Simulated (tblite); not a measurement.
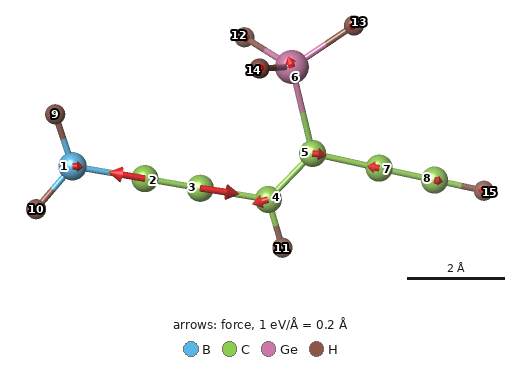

Starting geometry of C₆H₇BGe with the computed forces as red arrows. Style: ball-and-stick. Shown at a tilt.

The calculation used GFN2-xTB geometry optimisation, gas phase in tblite. 

Is this structure relaxed? If not, where do the atoms go?

It isn't relaxed: the largest force vector, on C3, is 4.19 eV/Å. The final displacements follow the starting forces only in part (cosine between the two patterns 0.35). The largest move after the best rigid fit is that of H10, 0.082 Å. Largest moves by element: H 0.082 Å, B 0.069 Å, C 0.042 Å, Ge 0.030 Å. Some distances before and after: Ge6–H14 1.556 → 1.493 Å, Ge6–H12 1.554 → 1.493 Å, B1–C2 1.547 → 1.490 Å, Ge6–H13 1.552 → 1.496 Å. The energy falls by 5.76 kcal/mol in 32 geometry steps. Cost: 0.8 s on 1 thread of Intel(R) Xeon(R) Processor @ 2.50GHz, on a shared host.
